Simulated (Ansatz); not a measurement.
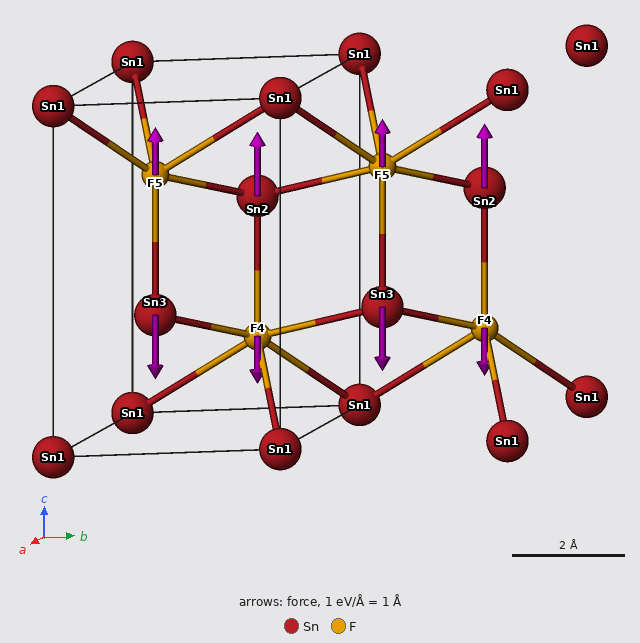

Starting geometry of a crystal of Sn3F2 (built on the A-type sesquioxide_164 type) (coarse preliminary run) with the computed forces as purple arrows. The picture is a ball-and-stick view of the cell of the calculation, repeated 1 × 2 × 1 with one cell outlined, seen slightly off an axis.

Case: anti-A-type sesquioxide type (P-3m1, No. 164).

All numbers below come from DFT PBE, scalar-relativistic, plane waves, PAW (Ansatz).

Input file:
```yaml
crystal:
  lattice:
    - [4.1484759388, 0.0, 0.0]
    - [-2.0742379694, 3.59268555, 0.0]
    - [0.0, 0.0, 6.4543546967]
  atoms:
    - { symbol: Sn, position: [0.0, 0.0, 0.0] }
    - { symbol: Sn, position: [0.3333333333, 0.6666666667, 0.645] }
    - { symbol: Sn, position: [0.6666666667, 0.3333333333, 0.355] }
    - { symbol: F, position: [0.3333333333, 0.6666666667, 0.245] }
    - { symbol: F, position: [0.6666666667, 0.3333333333, 0.755] }
basis:
  ecutwfc: 420
kpoints:
  mp_grid: { grid: [6, 6, 4] }
hamiltonian:
  xc: pbe
scf:
  occupations: { method: gaussian, width: 0.1 }
  lower_state_search: "off"
output:
  forces: true
  stress: true
  eigenvalues: true
relax:
  adjacent_minimum: "off"
  f_tol: 0.04
  max_steps: 70
  cell: { stress_tol: 0.4 }
```

Launched with:
```bash
ansatz run input.yaml --threads 1 --pin off --max-ram 2560MiB --backend cpu --events-out ev --progress --plain --runs-dir out
```

> Is this structure relaxed? If not, where do the atoms go?

It isn't relaxed: the largest force vector, on Sn atoms, is 1.18 eV/Å. The final displacements have little in common with the starting forces (cosine between the two patterns 0.00). The energy falls by 497 meV per atom in 20 accepted moves (23 points after the start). Largest force component: 1.2 eV/Å at the start, 0.016 eV/Å at the end. Pressure: 10.18 GPa at the start and 0.19 GPa at the end. The line search rejected the trial step at point 18 of the run. The SCF was repeated twice at an unchanged geometry on a basis and grid sized afresh for the cell, which shifted the energy by 30.8 meV per atom at most. The largest moves relative to the cell, 1.03 Å, are those of F4 and F5. F5 goes along −c. Largest moves by element: F 1.03 Å, Sn 0.77 Å. The drawn cell changes as follows: a = b 4.148 → 4.790 Å (+15.5 %), c 6.454 → 5.840 Å (−9.5 %); the volume changes by +20.6 %. Some distances before and after: Sn1–F4 2.870 → 3.702 Å, Sn2–F4 2.582 → 2.071 Å, Sn2–F5 2.498 → 2.996 Å. The space group stays P-3m1 (No. 164).
